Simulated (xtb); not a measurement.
# Geometry relaxation, with input and output: C₃H₈GeN (part 5 of 5)

The same run, continued: C₃H₈GeN, multiplicity 2; GFN1-xTB (xtb 6.7.1). The geometry comes from this level: GFN2-xTB.

Geometry of the input (Å):
```
N  -1.1769  -0.1525  0.4455
C  -0.4662  -1.3655  0.2690
C  0.7051  -1.1055  -0.6223
C  1.0750  0.1477  -0.8135
Ge -0.0281  1.5288  0.0610
H  -1.7502  -0.1619  1.2797
H  -0.1156  -1.8198  1.2115
H  -1.1393  -2.1079  -0.1928
H  1.2196  -1.9628  -1.0376
H  1.9130  0.4122  -1.4372
H  -1.1318  2.1669  -0.7144
H  1.0877  2.6670  -0.0097
H  -0.1923  1.7534  1.5609
```

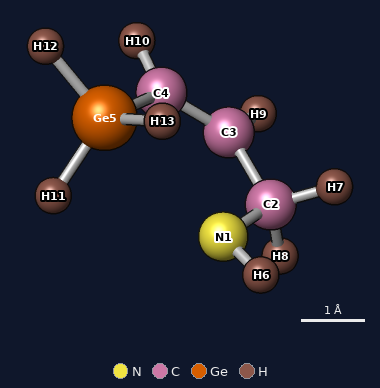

Figure 1. The geometry at step 15 of the log (ball-and-stick view, seen at a tilt; atoms are numbered from 1 in the order of the input).

**Trajectory as extended XYZ, continued**
```
13
Properties=species:S:1:pos:R:3 step=8 energy=-419.32587
N    -1.3567   -0.3051    0.5324
C    -0.5205   -1.4102    0.2848
C     0.6628   -1.0407   -0.5622
C     1.0481    0.2209   -0.7726
Ge    0.1825    1.7828   -0.0167
H    -1.8620   -0.4477    1.4107
H    -0.1928   -1.9176    1.2096
H    -1.1162   -2.1544   -0.2698
H     1.1985   -1.8869   -0.9906
H     1.9270    0.3795   -1.3968
H    -1.0477    2.2043   -0.7324
H     1.1684    2.9106   -0.1397
H    -0.0913    1.6645    1.4432
13
Properties=species:S:1:pos:R:3 step=9 energy=-419.32870
N    -1.3485   -0.3040    0.5497
C    -0.5198   -1.4131    0.2843
C     0.6652   -1.0412   -0.5583
C     1.0488    0.2213   -0.7675
Ge    0.1927    1.7905   -0.0169
H    -1.8930   -0.4840    1.3996
H    -0.1989   -1.9345    1.2023
H    -1.1264   -2.1428   -0.2780
H     1.2036   -1.8869   -0.9854
H     1.9291    0.3820   -1.3915
H    -1.0490    2.2040   -0.7213
H     1.1701    2.9230   -0.1643
H    -0.0737    1.6858    1.4471
13
Properties=species:S:1:pos:R:3 step=10 energy=-419.33086
N    -1.3443   -0.3020    0.5603
C    -0.5192   -1.4145    0.2827
C     0.6670   -1.0400   -0.5561
C     1.0493    0.2226   -0.7614
Ge    0.1949    1.7929   -0.0160
H    -1.9102   -0.5036    1.3875
H    -0.2042   -1.9388    1.1983
H    -1.1325   -2.1375   -0.2818
H     1.2080   -1.8833   -0.9832
H     1.9309    0.3852   -1.3839
H    -1.0530    2.2015   -0.7122
H     1.1716    2.9222   -0.1841
H    -0.0583    1.6953    1.4500
13
Properties=species:S:1:pos:R:3 step=11 energy=-419.33229
N    -1.3422   -0.3024    0.5762
C    -0.5212   -1.4135    0.2804
C     0.6666   -1.0370   -0.5533
C     1.0518    0.2240   -0.7560
Ge    0.2027    1.7998   -0.0174
H    -1.9311   -0.5311    1.3790
H    -0.2096   -1.9470    1.1919
H    -1.1380   -2.1312   -0.2887
H     1.2086   -1.8784   -0.9797
H     1.9359    0.3828   -1.3756
H    -1.0551    2.1955   -0.7025
H     1.1723    2.9329   -0.2037
H    -0.0408    1.7054    1.4493
13
Properties=species:S:1:pos:R:3 step=12 energy=-419.33333
N    -1.3404   -0.3021    0.5894
C    -0.5238   -1.4110    0.2777
C     0.6656   -1.0336   -0.5513
C     1.0552    0.2262   -0.7520
Ge    0.2072    1.8044   -0.0174
H    -1.9486   -0.5532    1.3676
H    -0.2126   -1.9519    1.1857
H    -1.1427   -2.1259   -0.2927
H     1.2082   -1.8744   -0.9770
H     1.9420    0.3802   -1.3678
H    -1.0583    2.1867   -0.6936
H     1.1714    2.9387   -0.2195
H    -0.0232    1.7158    1.4508
13
Properties=species:S:1:pos:R:3 step=13 energy=-419.33350
N    -1.3373   -0.3033    0.6087
C    -0.5268   -1.4089    0.2755
C     0.6649   -1.0293   -0.5473
C     1.0598    0.2297   -0.7462
Ge    0.2153    1.8131   -0.0170
H    -1.9787   -0.5883    1.3533
H    -0.2162   -1.9642    1.1769
H    -1.1494   -2.1171   -0.3000
H     1.2074   -1.8706   -0.9731
H     1.9494    0.3785   -1.3586
H    -1.0613    2.1772   -0.6823
H     1.1721    2.9484   -0.2437
H     0.0009    1.7349    1.4539
13
Properties=species:S:1:pos:R:3 step=14 energy=-419.33397
N    -1.3384   -0.3039    0.6068
C    -0.5279   -1.4084    0.2749
C     0.6643   -1.0298   -0.5477
C     1.0614    0.2293   -0.7459
Ge    0.2160    1.8126   -0.0161
H    -1.9761   -0.5833    1.3493
H    -0.2157   -1.9619    1.1770
H    -1.1491   -2.1185   -0.2989
H     1.2058   -1.8722   -0.9741
H     1.9513    0.3768   -1.3578
H    -1.0621    2.1741   -0.6796
H     1.1674    2.9511   -0.2429
H     0.0031    1.7340    1.4550
13
Properties=species:S:1:pos:R:3 step=15 energy=-419.33410
N    -1.3365   -0.3045    0.6119
C    -0.5279   -1.4089    0.2746
C     0.6647   -1.0290   -0.5470
C     1.0618    0.2301   -0.7440
Ge    0.2168    1.8139   -0.0148
H    -1.9856   -0.5912    1.3434
H    -0.2162   -1.9660    1.1745
H    -1.1508   -2.1163   -0.3009
H     1.2065   -1.8715   -0.9732
H     1.9525    0.3785   -1.3549
H    -1.0633    2.1724   -0.6756
H     1.1687    2.9503   -0.2514
H     0.0092    1.7423    1.4575
13
Properties=species:S:1:pos:R:3 step=16 energy=-419.33416
N    -1.3347   -0.3061    0.6185
C    -0.5286   -1.4100    0.2740
C     0.6652   -1.0285   -0.5451
C     1.0630    0.2307   -0.7406
Ge    0.2201    1.8174   -0.0147
H    -1.9958   -0.6003    1.3365
H    -0.2181   -1.9717    1.1715
H    -1.1530   -2.1142   -0.3041
H     1.2065   -1.8709   -0.9722
H     1.9538    0.3792   -1.3516
H    -1.0647    2.1703   -0.6703
H     1.1680    2.9542   -0.2606
H     0.0183    1.7500    1.4586
13
Properties=species:S:1:pos:R:3 step=17 energy=-419.33418
N    -1.3335   -0.3067    0.6209
C    -0.5289   -1.4107    0.2735
C     0.6654   -1.0284   -0.5448
C     1.0628    0.2307   -0.7396
Ge    0.2204    1.8176   -0.0135
H    -1.9986   -0.6015    1.3333
H    -0.2188   -1.9742    1.1698
H    -1.1537   -2.1134   -0.3058
H     1.2071   -1.8707   -0.9714
H     1.9541    0.3802   -1.3498
H    -1.0653    2.1690   -0.6677
H     1.1681    2.9539   -0.2650
H     0.0209    1.7543    1.4601
13
Properties=species:S:1:pos:R:3 step=18 energy=-419.33420
N    -1.3328   -0.3067    0.6232
C    -0.5293   -1.4104    0.2732
C     0.6653   -1.0281   -0.5443
C     1.0633    0.2309   -0.7390
Ge    0.2211    1.8184   -0.0141
H    -2.0002   -0.6044    1.3326
H    -0.2195   -1.9757    1.1687
H    -1.1545   -2.1122   -0.3068
H     1.2072   -1.8703   -0.9708
H     1.9549    0.3797   -1.3489
H    -1.0657    2.1683   -0.6669
H     1.1675    2.9552   -0.2666
H     0.0230    1.7554    1.4598
13
Properties=species:S:1:pos:R:3 step=19 energy=-419.33420
N    -1.3323   -0.3068    0.6252
C    -0.5297   -1.4105    0.2728
C     0.6654   -1.0279   -0.5437
C     1.0636    0.2312   -0.7383
Ge    0.2217    1.8191   -0.0142
H    -2.0011   -0.6063    1.3325
H    -0.2206   -1.9775    1.1675
H    -1.1555   -2.1108   -0.3084
H     1.2075   -1.8699   -0.9702
H     1.9554    0.3795   -1.3481
H    -1.0662    2.1674   -0.6663
H     1.1673    2.9560   -0.2686
H     0.0245    1.7565    1.4597
13
Properties=species:S:1:pos:R:3 step=20 energy=-419.33420
N    -1.3315   -0.3068    0.6270
C    -0.5299   -1.4106    0.2726
C     0.6655   -1.0278   -0.5433
C     1.0637    0.2312   -0.7379
Ge    0.2216    1.8193   -0.0145
H    -2.0010   -0.6072    1.3332
H    -0.2215   -1.9795    1.1663
H    -1.1564   -2.1092   -0.3099
H     1.2080   -1.8697   -0.9696
H     1.9558    0.3794   -1.3473
H    -1.0664    2.1672   -0.6663
H     1.1667    2.9563   -0.2697
H     0.0253    1.7573    1.4595
13
Properties=species:S:1:pos:R:3 step=21 energy=-419.33421
N    -1.3316   -0.3068    0.6267
C    -0.5300   -1.4106    0.2724
C     0.6655   -1.0278   -0.5434
C     1.0637    0.2313   -0.7379
Ge    0.2217    1.8192   -0.0141
H    -2.0009   -0.6069    1.3333
H    -0.2217   -1.9798    1.1659
H    -1.1564   -2.1089   -0.3103
H     1.2081   -1.8698   -0.9694
H     1.9561    0.3794   -1.3469
H    -1.0666    2.1663   -0.6658
H     1.1667    2.9562   -0.2704
H     0.0253    1.7582    1.4600
```

**Summary**

```tsv
quantity	value
outcome	converged
electrons treated	29
total energy	−15.410248 hartree
dispersion energy	−0.004794 hartree
basis functions	42
zero-point energy	0.094400 hartree
dipole moment	4.81 D
wavenumbers, lowest and highest	64 and 3403 cm⁻¹
hardware	1 thread of Intel Xeon (Sapphire Rapids), 16 GiB of memory available, shared host
wall time	0.95 s
peak memory	0.067 GiB
```
